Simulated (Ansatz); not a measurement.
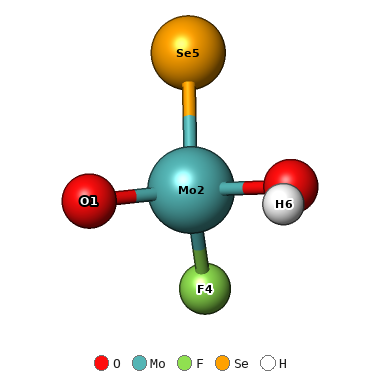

The system is FHMoO₂Se, SMILES [O]=[Mo]([OH])([F])=[Se]; the picture shows the reference structure. The first coordinate is: angle O1–Mo2–O3; the second: dihedral O1–Mo2–O3–H6. Nothing is relaxed (all other coordinates rigid). Grid: 9 × 10 points. All energies are given in kJ/mol relative to the lowest grid point. Computed with Ansatz 0.2.0, RKS PBE0-D4/def2-TZVP.

Its coordinates:

```xyz
6

O    -1.3799    0.2320    1.0433
Mo   -0.2999    0.1297   -0.2167
O     1.3069   -0.5753    0.3878
F    -1.0086   -0.9086   -1.5600
Se    0.0770    2.1989   -0.9902
H     1.3905   -1.0043    1.2453
```

Range: angle O1–Mo2–O3 from 74.8 to 144.8°; dihedral O1–Mo2–O3–H6 from −180 to 144°.

### What will the energy surface look like?

The lowest grid point is at angle O1–Mo2–O3 = 109.8°, dihedral O1–Mo2–O3–H6 = −144°. A higher local minimum lies near angle O1–Mo2–O3 = 109.8°, dihedral O1–Mo2–O3–H6 = 0° (3.7 kJ/mol above the lowest at that grid point). The highest grid point, angle O1–Mo2–O3 = 74.8°, dihedral O1–Mo2–O3–H6 = 108°, lies 203 kJ/mol above the lowest. On the interpolated surface the easiest way out of the lowest well to the well at about angle O1–Mo2–O3 = 110°, dihedral O1–Mo2–O3–H6 = 15° passes a barrier of about 8.6 kJ/mol, counted from the interpolated bottom of the well. Round the minimum the two coordinates are weakly coupled (coupling −0.12 in units of the two stiffnesses).

| dihedral O1–Mo2–O3–H6 ↓, angle O1–Mo2–O3 → | 74.8 | 83.6 | 92.3 | 101.1 | 109.8 | 118.6 | 127.3 | 136.1 | 144.8 |
| --- | --- | --- | --- | --- | --- | --- | --- | --- | --- |
| 144 | 172 | 97 | 52 | 28 | 21 | 32 | 60 | 107 | 171 |
| 108 | 203 | 116 | 64 | 35 | 25 | 34 | 60 | 104 | 166 |
| 72 | 199 | 110 | 56 | 26 | 16 | 23 | 48 | 91 | 152 |
| 36 | 174 | 92 | 42 | 14 | 5 | 13 | 38 | 81 | 142 |
| 0 | 165 | 86 | 38 | 12 | 4 | 12 | 37 | 81 | 143 |
| −36 | 174 | 92 | 43 | 16 | 7 | 16 | 42 | 86 | 148 |
| −72 | 186 | 98 | 45 | 16 | 8 | 17 | 44 | 89 | 152 |
| −108 | 175 | 90 | 39 | 11 | 3 | 13 | 41 | 88 | 152 |
| −144 | 150 | 75 | 30 | 6 | 0 | 12 | 41 | 89 | 155 |
| −180 | 145 | 76 | 35 | 12 | 8 | 20 | 49 | 97 | 163 |

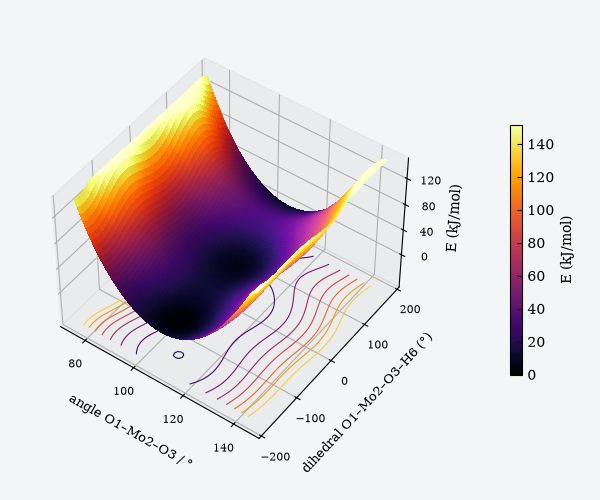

In the figure: a relief with its contours projected below, any walls above the top of the colour scale cut off. Between grid points the surface is interpolated.

Time for the 90 points that were run: 25 min on 1 thread of Arm Neoverse V2 (shared host).
